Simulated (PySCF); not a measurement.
# One shape, several levels: MoNH3SO2 (SMILES [NH2][Mo](=[O])([OH])=[S])

Wanted: a comparison of 3 runs (HF/STO-3G, HF/3-21G, MP2/def2-SVP) of MoNH3SO2. The job is set up through a Python script.

The results are computed with PySCF 2.14.0.

## 1. The molecule

MoNH3SO2 has 8 atoms, charge 0, and is taken as a singlet. SMILES: `[NH2][Mo](=[O])([OH])=[S]`. The coordinates come from a PBE0-D4/def2-TZVP relaxation. This is one conformer, not always the lowest.

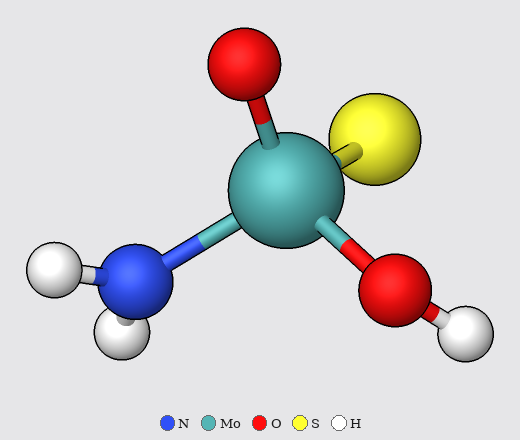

The structure, seen from a chosen angle (nitrogen blue, molybdenum teal, oxygen red, sulfur yellow, hydrogen white).

## 2. Energy and forces at HF/STO-3G (run 1)

job.py reads:

```python
# [NH2][Mo](=[O])([OH])=[S]
from pyscf import gto

molecule = gto.M(
    atom='''
N     -1.259880     1.248731     2.007834
Mo     0.960359    -0.566729    -0.198421
O      2.451920    -2.740859     1.537292
O     -0.889494    -2.219294    -2.724985
S      3.494104     2.056211    -1.837381
H     -1.810925     0.550666     3.695737
H     -1.721918     3.087435     1.809035
H     -1.050310    -1.524253    -4.394558
''',
    spin=0,
    unit='bohr',
    charge=0,
    max_memory=1860,
    verbose=3,
    basis='sto-3g',
)

calc0 = molecule.RHF()
calc0.conv_tol = 1e-10
calc0.kernel()
if not calc0.converged:
    calc0 = calc0.newton().run(calc0.mo_coeff, calc0.mo_occ)

etot = calc0.e_tot
print('Final energy', etot)
grad = calc0.nuc_grad_method().kernel()
dip = calc0.dip_moment()
pop, q = calc0.mulliken_pop()
```

Launch:

```sh
OMP_NUM_THREADS=1 python job.py
```

The program printed:

```text
converged SCF energy = -4532.43268571276
Final energy -4532.432685712756
--------------- RHF gradients ---------------
         x                y                z
0 N    -0.0241705825     0.0265991890     0.0332384221
1 Mo    -0.0526509769     0.0242874543    -0.0103023511
2 O     0.0461549108    -0.0706537464     0.0610489107
3 O    -0.0232256121    -0.0027850475    -0.0604779491
4 S     0.0421206001     0.0501045096    -0.0311561659
5 H     0.0053103057    -0.0008606256    -0.0124844335
6 H     0.0059544289    -0.0120972074    -0.0039112598
7 H     0.0005069261    -0.0145945261     0.0240448266
----------------------------------------------
Dipole moment(X, Y, Z, Debye): -1.95676,  1.12786, -0.05735
 ** Mulliken pop  **
pop of  0 N 1s            1.99503
pop of  0 N 2s            1.53225
pop of  0 N 2px           1.57643
pop of  0 N 2py           1.16838
pop of  0 N 2pz           1.27624
pop of  1 Mo 1s           1.99999
pop of  1 Mo 2s           1.99944
pop of  1 Mo 3s           1.99775
pop of  1 Mo 4s           2.01330
pop of  1 Mo 5s           0.51997
pop of  1 Mo 2px          2.00003
pop of  1 Mo 2py          2.00003
pop of  1 Mo 2pz          2.00003
pop of  1 Mo 3px          1.99586
pop of  1 Mo 3py          1.99560
pop of  1 Mo 3pz          1.99596
pop of  1 Mo 4px          1.95726
pop of  1 Mo 4py          1.95060
pop of  1 Mo 4pz          1.95886
pop of  1 Mo 5px          0.41596
pop of  1 Mo 5py          0.36273
pop of  1 Mo 5pz          0.42070
pop of  1 Mo 3dxy         1.97923
pop of  1 Mo 3dyz         1.97836
pop of  1 Mo 3dz^2        1.98051
pop of  1 Mo 3dxz         1.97879
pop of  1 Mo 3dx2-y2      1.97963
pop of  1 Mo 4dxy         0.80949
pop of  1 Mo 4dyz         0.74205
pop of  1 Mo 4dz^2        0.71279
pop of  1 Mo 4dxz         0.75399
pop of  1 Mo 4dx2-y2      0.64878
pop of  2 O 1s            1.99819
pop of  2 O 2s            1.90652
pop of  2 O 2px           1.53649
pop of  2 O 2py           1.44536
pop of  2 O 2pz           1.41264
pop of  3 O 1s            1.99751
pop of  3 O 2s            1.81745
pop of  3 O 2px           1.71496
pop of  3 O 2py           1.68403
pop of  3 O 2pz           1.20267
pop of  4 S 1s            1.99992
pop of  4 S 2s            1.99762
pop of  4 S 3s            1.93011
pop of  4 S 2px           1.98985
pop of  4 S 2py           1.98621
pop of  4 S 2pz           1.98748
pop of  4 S 3px           1.54187
pop of  4 S 3py           1.33777
pop of  4 S 3pz           1.35703
pop of  5 H 1s            0.82904
pop of  6 H 1s            0.82815
pop of  7 H 1s            0.80312
 ** Mulliken atomic charges  **
charge of    0N =     -0.54833
charge of    1Mo =      0.85231
charge of    2O =     -0.29920
charge of    3O =     -0.41661
charge of    4S =     -0.12786
charge of    5H =      0.17096
charge of    6H =      0.17185
charge of    7H =      0.19688
```

Run time: 6.6 s. Hardware: 1 thread of Intel Xeon at 2.70GHz, shared host; peak memory 0.13 GiB.

## 3. Energy and forces at HF/3-21G (run 2)

job.py reads:

```python
import pyscf.grad
from pyscf import gto

system = gto.Mole()
system.atom = '''
N   -0.666700   0.660800   1.062500
Mo   0.508200  -0.299900  -0.105000
O    1.297500  -1.450400   0.813500
O   -0.470700  -1.174400  -1.442000
S    1.849000   1.088100  -0.972300
H   -0.958300   0.291400   1.955700
H   -0.911200   1.633800   0.957300
H   -0.555800  -0.806600  -2.325500
'''
system.verbose = 3
system.max_memory = 1860
system.basis = '3-21g'
system.build()

calc0 = system.RHF()
calc0.conv_tol = 1e-10
calc0.kernel()
if not calc0.converged:
    calc0 = calc0.newton().run(calc0.mo_coeff, calc0.mo_occ)

e_final = calc0.e_tot
print('Final energy', e_final)
grad = calc0.Gradients().kernel()
dip = calc0.dip_moment()
pop, q = calc0.mulliken_pop()
```

Launch:

```sh
OMP_NUM_THREADS=1 python job.py
```

The program printed:

```text
converged SCF energy = -4556.92303687501
Final energy -4556.923036875013
--------------- RHF gradients ---------------
         x                y                z
0 N    -0.0002613161    -0.0038646992    -0.0008578417
1 Mo     0.0189110043     0.0203703995    -0.0209629186
2 O    -0.0011147245     0.0005770536     0.0004504834
3 O    -0.0043357031    -0.0069984304    -0.0047101032
4 S    -0.0179386702    -0.0185699793     0.0119503755
5 H    -0.0009412167     0.0014116536     0.0034763965
6 H    -0.0000739548     0.0029338146     0.0009390658
7 H     0.0057545811     0.0041401875     0.0097145423
----------------------------------------------
Dipole moment(X, Y, Z, Debye): -3.41608,  2.00759,  0.29972
 ** Mulliken pop  **
pop of  0 N 1s            1.98713
pop of  0 N 2s            0.36113
pop of  0 N 3s            1.33891
pop of  0 N 2px           0.62602
pop of  0 N 2py           0.57764
pop of  0 N 2pz           0.59589
pop of  0 N 3px           0.92584
pop of  0 N 3py           0.74773
pop of  0 N 3pz           0.80771
pop of  1 Mo 1s           1.99995
pop of  1 Mo 2s           1.99987
pop of  1 Mo 3s           1.99808
pop of  1 Mo 4s           2.00447
pop of  1 Mo 5s           0.25154
pop of  1 Mo 6s          -0.00684
pop of  1 Mo 2px          1.99967
pop of  1 Mo 2py          1.99961
pop of  1 Mo 2pz          1.99964
pop of  1 Mo 3px          2.00118
pop of  1 Mo 3py          2.00140
pop of  1 Mo 3pz          2.00125
pop of  1 Mo 4px          1.99041
pop of  1 Mo 4py          1.98579
pop of  1 Mo 4pz          1.98937
pop of  1 Mo 5px          0.21669
pop of  1 Mo 5py          0.17559
pop of  1 Mo 5pz          0.21326
pop of  1 Mo 6px          0.00736
pop of  1 Mo 6py          0.00657
pop of  1 Mo 6pz          0.00287
pop of  1 Mo 3dxy         1.96256
pop of  1 Mo 3dyz         1.96188
pop of  1 Mo 3dz^2        1.96043
pop of  1 Mo 3dxz         1.96141
pop of  1 Mo 3dx2-y2      1.95981
pop of  1 Mo 4dxy         0.54530
pop of  1 Mo 4dyz         0.50162
pop of  1 Mo 4dz^2        0.41357
pop of  1 Mo 4dxz         0.48265
pop of  1 Mo 4dx2-y2      0.37753
pop of  1 Mo 5dxy         0.33879
pop of  1 Mo 5dyz         0.31369
pop of  1 Mo 5dz^2        0.39781
pop of  1 Mo 5dxz         0.32614
pop of  1 Mo 5dx2-y2      0.39261
pop of  2 O 1s            1.98704
pop of  2 O 2s            0.44497
pop of  2 O 3s            1.54801
pop of  2 O 2px           0.69083
pop of  2 O 2py           0.66414
pop of  2 O 2pz           0.62988
pop of  2 O 3px           0.86957
pop of  2 O 3py           0.83135
pop of  2 O 3pz           0.81418
pop of  3 O 1s            1.98563
pop of  3 O 2s            0.41404
pop of  3 O 3s            1.49570
pop of  3 O 2px           0.73835
pop of  3 O 2py           0.73543
pop of  3 O 2pz           0.60689
pop of  3 O 3px           0.99889
pop of  3 O 3py           0.99716
pop of  3 O 3pz           0.78910
pop of  4 S 1s            1.99866
pop of  4 S 2s            1.96429
pop of  4 S 3s            1.00840
pop of  4 S 4s            0.98920
pop of  4 S 2px           1.96446
pop of  4 S 2py           1.96121
pop of  4 S 2pz           1.96075
pop of  4 S 3px           0.85803
pop of  4 S 3py           0.75339
pop of  4 S 3pz           0.72486
pop of  4 S 4px           0.74108
pop of  4 S 4py           0.63694
pop of  4 S 4pz           0.67974
pop of  5 H 1s            0.43138
pop of  5 H 2s            0.19141
pop of  6 H 1s            0.43339
pop of  6 H 2s            0.19117
pop of  7 H 1s            0.41204
pop of  7 H 2s            0.15689
 ** Mulliken atomic charges  **
charge of    0N =     -0.96800
charge of    1Mo =      1.26646
charge of    2O =     -0.47996
charge of    3O =     -0.76119
charge of    4S =     -0.24102
charge of    5H =      0.37721
charge of    6H =      0.37544
charge of    7H =      0.43107
```

It took 9 s on 1 thread of Intel Xeon at 2.70GHz, shared host; peak memory 0.16 GiB.

## 4. Energy and gradient at MP2/def2-SVP (core potential) (run 3)

job.py reads:

```python
import pyscf.grad
from pyscf import gto, mp

system = gto.M(
    atom=[
    ('N', (-0.666700, 0.660800, 1.062500)),
    ('Mo', (0.508200, -0.299900, -0.105000)),
    ('O', (1.297500, -1.450400, 0.813500)),
    ('O', (-0.470700, -1.174400, -1.442000)),
    ('S', (1.849000, 1.088100, -0.972300)),
    ('H', (-0.958300, 0.291400, 1.955700)),
    ('H', (-0.911200, 1.633800, 0.957300)),
    ('H', (-0.555800, -0.806600, -2.325500)),
],
    charge=0,
    basis='def2-svp',
    verbose=4,
    max_memory=1860,
    ecp={'Mo': 'def2-svp'},
)

hf = system.RHF()
hf.conv_tol = 1e-10
hf.kernel()
if not hf.converged:
    hf = hf.newton().run(hf.mo_coeff, hf.mo_occ)

pt = mp.MP2(hf, frozen=8).run()
e_tot = pt.e_tot
print('E = %.10f Eh' % e_tot)
grad = pt.Gradients().kernel()
hf.analyze()
```

Launch:

```sh
OMP_NUM_THREADS=1 python job.py
```

The program printed:

```text
PySCF version 2.14.0

[... 98 lines left out ...]
Nuclear Repulsion Energy =             276.989201442727506
[... 11 lines left out ...]
MO #6   energy= -6.64387068412763  occ= 2
[... 9 lines left out ...]
MO #16  energy= -0.906562707962976 occ= 2
[... 9 lines left out ...]
MO #26  energy= -0.442154182756562 occ= 2
[... 9 lines left out ...]
MO #36  energy= 0.137348112181917  occ= 0
[... 9 lines left out ...]
MO #46  energy= 0.508317383030444  occ= 0
[... 9 lines left out ...]
MO #56  energy= 0.942695330779403  occ= 0
[... 9 lines left out ...]
MO #66  energy= 1.28373843841476   occ= 0
[... 9 lines left out ...]
MO #76  energy= 1.64922945487455   occ= 0
[... 9 lines left out ...]
MO #86  energy= 2.04887616718759   occ= 0
[... 9 lines left out ...]
MO #96  energy= 3.06941960031126   occ= 0
[... 9 lines left out ...]
MO #106 energy= 39.623213973058    occ= 0
[... 78 lines left out ...]
pop of  4 S 4s            0.00895
pop of  4 S 2px           1.99998
pop of  4 S 2py           1.99997
pop of  4 S 2pz           1.99998
pop of  4 S 3px           1.74806
pop of  4 S 3py           1.58356
pop of  4 S 3pz           1.57309
pop of  4 S 4px           0.00802
pop of  4 S 4py           0.00923
pop of  4 S 4pz           0.01041
pop of  4 S 3dxy          0.00999
pop of  4 S 3dyz          0.00842
pop of  4 S 3dz^2         0.00799
pop of  4 S 3dxz          0.00988
pop of  4 S 3dx2-y2       0.01406
pop of  5 H 1s            0.74439
pop of  5 H 2s            0.01531
pop of  5 H 2px           0.00113
pop of  5 H 2py           0.00093
pop of  5 H 2pz           0.00204
pop of  6 H 1s            0.74542
pop of  6 H 2s            0.01464
pop of  6 H 2px           0.00107
pop of  6 H 2py           0.00211
pop of  6 H 2pz           0.00068
pop of  7 H 1s            0.62975
pop of  7 H 2s            0.02012
pop of  7 H 2px           0.00183
pop of  7 H 2py           0.00214
pop of  7 H 2pz           0.00248
 ** Mulliken atomic charges  **
charge of    0N =     -0.96634
charge of    1Mo =      2.80723
charge of    2O =     -0.84945
charge of    3O =     -0.94019
charge of    4S =     -0.86720
charge of    5H =      0.23620
charge of    6H =      0.23606
charge of    7H =      0.34369
Dipole moment(X, Y, Z, Debye): -3.19098,  2.25659, -0.05385
```

Run time: 34 s. Hardware: 1 thread of Intel Xeon at 2.70GHz, shared host; peak memory 1.3 GiB.

## 5. Overview of the runs

| run | level | core potential | frozen core orbitals | energy (Eh) | dipole moment (D) of the reference | HOMO energy (eV) | LUMO energy (eV) | wall time |
| --- | --- | --- | --- | --- | --- | --- | --- | --- |
| 1 | HF/STO-3G | – | – | -4532.432686 | 2.26 | -6.55 | 4.79 | 6.6 s |
| 2 | HF/3-21G | – | – | -4556.923037 | 3.97 | -10.56 | -0.34 | 9 s |
| 3 | MP2/def2-SVP (core potential) | def2-svp | 8 | -671.881251 | 3.91 | -10.48 | 0.47 | 34 s |

## 6. Results

| quantity | value |
| --- | --- |
| run 3: total energy | -671.88125 Eh |
| run 3: dipole moment (Hartree–Fock density) | 3.91 D |
| run 3: HOMO energy (Hartree–Fock orbitals) | -10.48 eV |
| run 3: LUMO energy (Hartree–Fock orbitals) | 0.47 eV |
| run 3: HOMO–LUMO gap (Hartree–Fock orbitals) | 10.95 eV |
| run 3: correlation energy (8 core orbitals frozen) | -1149.6 mEh |
| run 3: largest force on an atom | 2.754 eV/Å |

**Reading.** Some runs of one species differ in core potentials or relativity; totals across that change don't compare. In run 1 the basis is minimal, so the values are rough. In runs 1, 2 relativity is left out where basis or elements ask for it. All runs together took 50 s, the longest 34 s.
